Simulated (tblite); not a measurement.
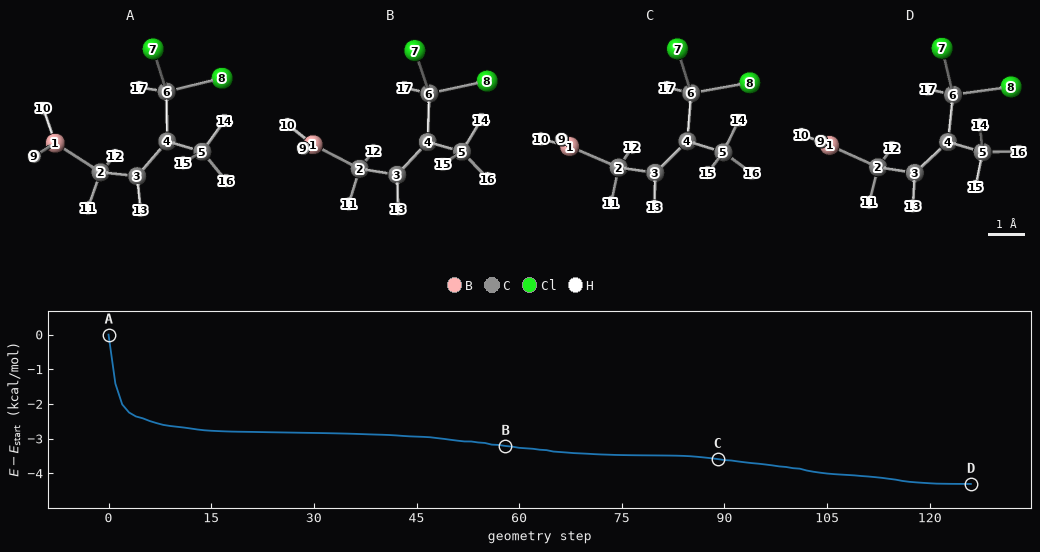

Frames of a relaxation of C5H9BCl2, marked on the history of the run. Style: ball-and-stick. Shown at a tilt.

Level of theory: GFN2-xTB geometry optimisation, gas phase (tblite). 

Describe the path.

Over 126 geometry steps the energy falls by 4.30 kcal/mol. The largest move after the best rigid fit is that of H10, 1.00 Å. Largest moves by element: H 1.00 Å, Cl 0.35 Å, C 0.21 Å, B 0.17 Å. Some distances before and after: C4–C6 1.529 → 1.491 Å, B1–C2 1.605 → 1.575 Å, C2–H12 1.116 → 1.092 Å, C3–C4 1.356 → 1.332 Å. Among the angles between lasting bonds that change: B1–C2–C3 111.0° → 115.5°, C3–C4–C5 119.1° → 122.6°, C5–C4–C6 118.3° → 115.5°. Groups turn about C4–C5 by about 60°, B1–C2 by about 45°. Cost: 4.7 s on 1 thread of Intel(R) Xeon(R) Processor @ 2.50GHz, on a shared host. From step 0 to 58: H10 moves most (0.66 Å), energy −3.21 kcal/mol. From step 58 to 89: H10 moves most (0.46 Å), energy −0.38 kcal/mol. From step 89 to 126: H14 moves most (0.67 Å), energy −0.72 kcal/mol.
